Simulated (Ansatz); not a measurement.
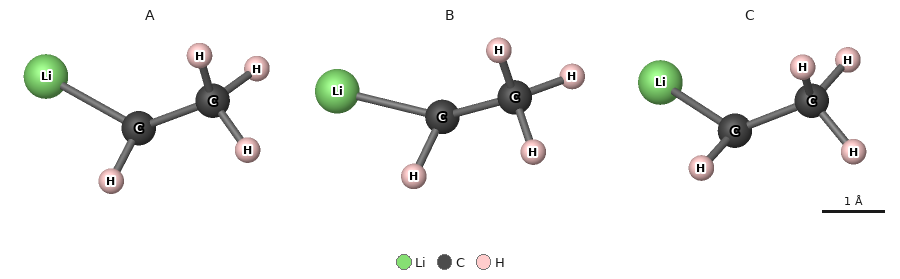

3 geometries from one relaxation of C$_{2}$H$_{4}$Li (charge −1), in shuffled order. A ball-and-stick model, seen at a tilt.

The run prepares an end point of a later path (inversion) calculation, from a guessed geometry.

These are results of RKS PBE0-D4/6-31G* in Ansatz, not measurements. (no spin polarisation; force threshold 0.015 eV/Å; at most 40 steps)

**Order the frames from highest to lowest energy.**

B, A, C. They are steps 0, 3, 10, at +0.270 eV, +0.074 eV relative to the last. The Li atom moves most after the best rigid fit: 0.66 Å. Largest moves by element: Li 0.66 Å, H 0.57 Å, C 0.35 Å. Among the contacts that change: C–Li 1.859 → 1.961 Å, C–H 1.180 → 1.114 Å, C–C 1.527 → 1.511 Å, C–H 1.115 → 1.101 Å. Among the angles between lasting bonds that change: Li–C–H 86.6° → 111.5°, Li–C–C 148.3° → 133.5°, C–C–H 117.2° → 112.5°. Over 9 accepted moves (10 points after the start) the energy falls by 0.270 eV. Largest force component: 1.1 eV/Å at the start, 0.0072 eV/Å at the end. The line search rejected the trial step at point 6 of the run. The run took 17 s on 1 thread of Arm Neoverse V2, on a shared host, peak memory 0.11 GiB.

Limits of the set-up: the basis has no diffuse functions, which an anion needs.
